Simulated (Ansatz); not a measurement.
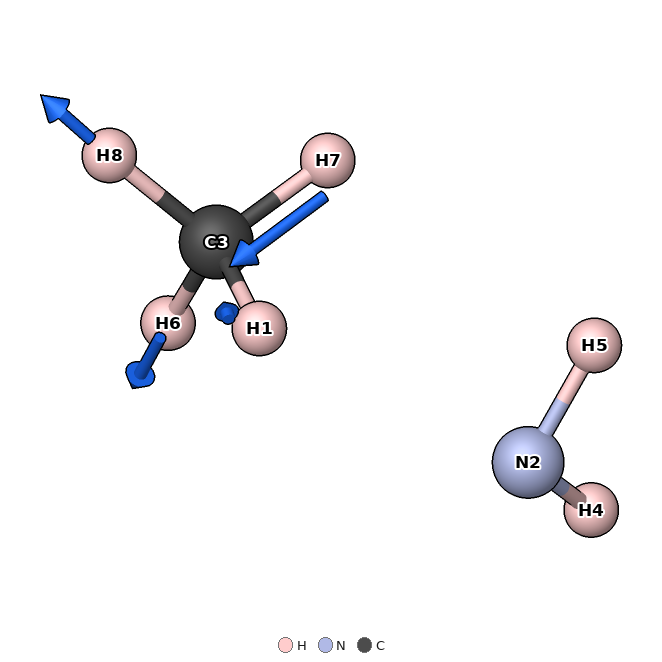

The arrows show one normal mode. Charge 0, doublet. Harmonic vibrations computed with UKS PBE0-D4/def2-TZVP (Ansatz 0.2.0) at a stationary point of the same level.

**Describe the motion.**

Mostly out-of-phase stretching of 3 C–H bonds.

**Estimate its harmonic wavenumber.**

3161 cm⁻¹; it is mode 15 of 18 counted from the lowest.
